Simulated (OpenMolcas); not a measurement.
```
&GATEWAY
Basis set
Tm.ANO-RCC-VDZP.
Tm1 0.0 0.0 0.0 Angstrom
End of basis
Basis set
F.ANO-RCC-VDZP.
L1 2.224000 0.000000 0.000000 Angstrom
L2 0.000000 2.224000 0.000000 Angstrom
L3 0.000000 0.000000 2.224000 Angstrom
End of basis
Basis set
Cd.EMB-AIMP.Lopez-Moraza.11s7p.1s1p.ECP.KCdF3.
PseudoCharge
* 3 symmetry-unique lattice sites within 7.6 angstrom
End of basis
Basis set
K.EMB-AIMP.Lopez-Moraza.0s.0s.ECP.KCdF3.
PseudoCharge
* 16 symmetry-unique lattice sites within 7.6 angstrom
End of basis
Basis set
Cd.EMB-AIMP.Lopez-Moraza.0s.0s.ECP.KCdF3.
PseudoCharge
* 10 symmetry-unique lattice sites within 7.6 angstrom
End of basis
Basis set
F.EMB-AIMP.Lopez-Moraza.0s.0s.ECP.KCdF3.
PseudoCharge
* 27 symmetry-unique lattice sites within 7.6 angstrom
End of basis
Symmetry
XYZ
AngMom=0.0 0.0 0.0
AMFI
RICD
XField
1533 Angstrom 0
* Evjen-weighted lattice charges
&SEWARD
&RASSCF
FileOrb=start.orb
Symmetry=2
Spin=2
nActEl=13 0 0
Inactive=30 27
Ras2=0 7
CIRoot=7 7 1
SDav=7
CIMx=300
Iter=150 100
PrWF=0.3
OrbListing=Nothing
MaxOrb=0
LevShft=1.0
>>> COPY $Project.JobIph JOB001
&RASSI
NrOfJobIphs=1 7
1 2 3 4 5 6 7
IphNames
JOB001
EJob
SpinOrbit
DIPRint=1.0
SOCoupling=1000.0
Subsets=2
Property=9
'ANGMOM' 1 'ANGMOM' 2 'ANGMOM' 3 'MLTPL  1' 1 'MLTPL  1' 2 'MLTPL  1' 3
'AMFI' 1 'AMFI' 2 'AMFI' 3
SOProperty=3
'ANGMOM' 1 'ANGMOM' 2 'ANGMOM' 3
```

Run as:
```bash
OMP_NUM_THREADS=1 MOLCAS_MEM=2457 MOLCAS_PROJECT=a pymolcas a.inp > a.log  # once for each step of the input, in one work folder
```

Computed with OpenMolcas: state-averaged CASSCF, active space 13 electrons in the shell 4f, basis ANO-RCC-VDZP on all atoms, DKH2 scalar Hamiltonian, spin-orbit coupling by RASSI with atomic mean-field integrals.

Tm²⁺ (4f¹³) as a dopant in KCdF₃, a cluster with its 6 nearest F⁻ at 2.224 Å (octahedron) embedded in model potentials and point charges; the geometry was set, not optimised. The cluster and the levels that result:

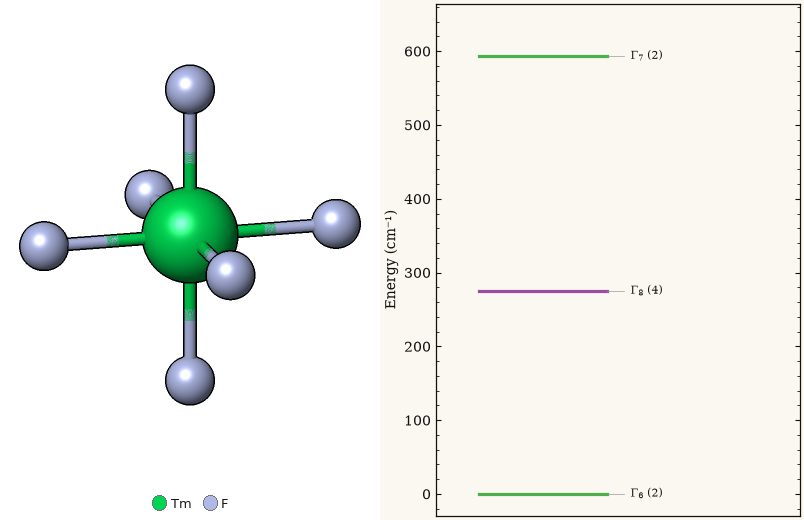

Labels give the representation in O, Td, D4 or D3 as the site allows (double group for half-integer spin) where it could be assigned and, in brackets, the degeneracy; spin-free states, where drawn, share the zero of the spin-orbit levels.

The ground level is Γ₆, a Kramers doublet, 100 % from states of spin multiplicity 2, effective J = 3.50, with |mJ| = 1/2 the largest share (58 %). Its principal g values are 2.65, 2.65 and 2.65, isotropic. The next level lies at 275 cm⁻¹ (Γ₈). The lowest J multiplet spreads over 593 cm⁻¹. The active orbitals hold 100 % metal character (Löwdin), and the Mulliken charge of the metal is +1.70.

Caveat: the geometry is set by hand, with no relaxation and no charge compensation.
